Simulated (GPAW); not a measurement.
# Polarising a 9-layer slab of Au(110) with a field along the normal

The dipole of the cell at several fields, atoms fixed. What does the strongest field give, and what length does the slope stand for?

**Method.** GPAW 26.7.0, plane waves (400 eV), PAW setups, PBE, 8×11 mesh, a dipole layer in the vacuum; geometry relaxed without an applied field with GPAW. The cell's area is 11.77 Å², and e/ε0 = 180.95 V Å.

The runs, one held back:

| field (V/Å) | dipole (e Å) |
| --- | --- |
| −0.2 | −0.1910 |
| −0.1 | −0.0963 |
| −0.05 | −0.0489 |
| 0.05 | 0.0457 |
| 0.1 | 0.0931 |
| 0.2 | 0.1877 |
| 0.3 | ? |

Q: What is the dipole at 0.3 V/Å?

**Working.** A line through the 6 points has the slope α = 0.947 e Å per V/Å and the intercept p₀ = −0.0016 e Å (r.m.s. residual 3.5e−05). At 0.3 V/Å it gives p = −0.0016 + 0.947 × 0.3 = 0.2824 e Å; the run gives 0.2825 e Å, so the response stays linear to 0.0 % of the induced part. Dividing by ε0 and the area: α/(ε0 A) = 0.947 × 180.95 / 11.77 = 14.55 Å, against 11.91 Å between the outer nuclei. A metal screens fully, so the excess of 2.64 Å puts the image planes about 1.32 Å outside the outer atoms on average.

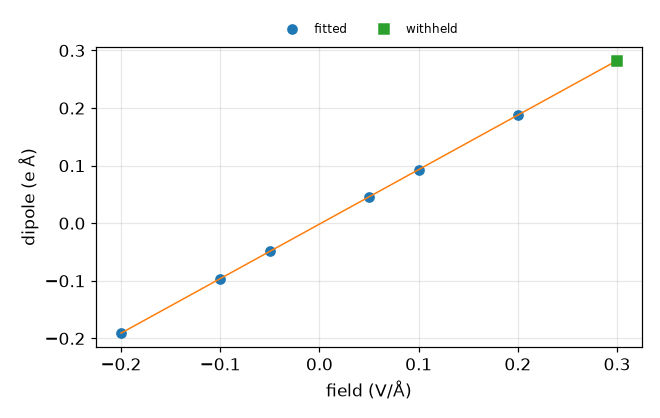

The line and the withheld run.

Caveats: This is the electronic response alone; ions that move would add to it in polar layers. No run was spin-polarised, so magnetic states weren't tested. Spin-orbit coupling is left out, which matters for the heavier atoms here.
